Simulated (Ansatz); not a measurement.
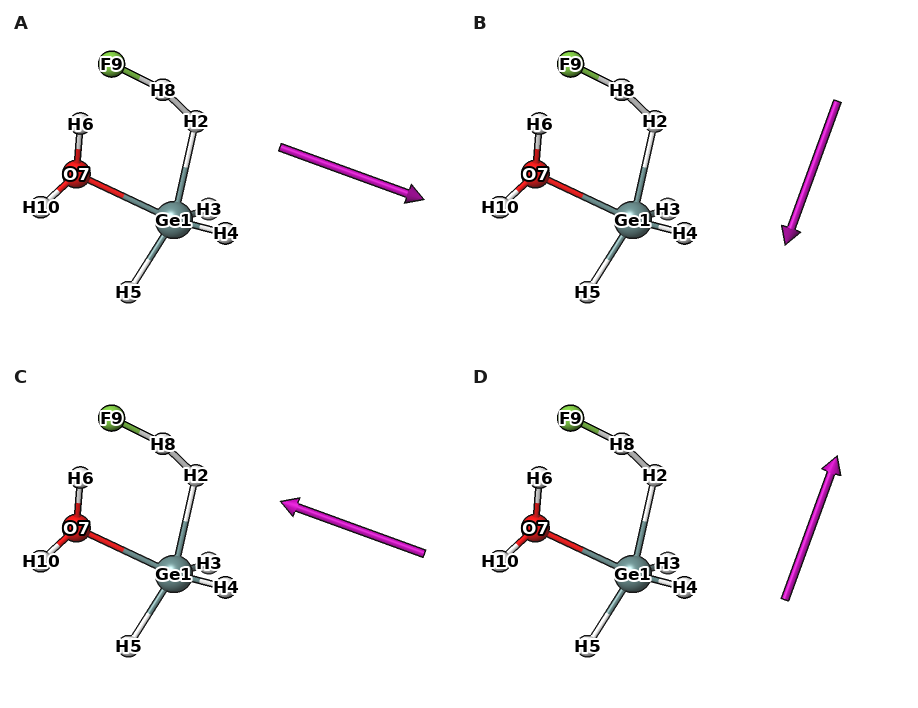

The same molecule four times, each with an arrow. Computed geometry: PBE0-D4/def2-TZVP saddle-point search. Method: RKS PBE0-D4/def2-TZVP (Ansatz 0.2.0).

Which arrow points along the dipole moment, from the negative to the positive end?

B. The dipole moment is 2.84 D; it points from the side of F9 to the side of H5 (the outermost atoms at the two ends).
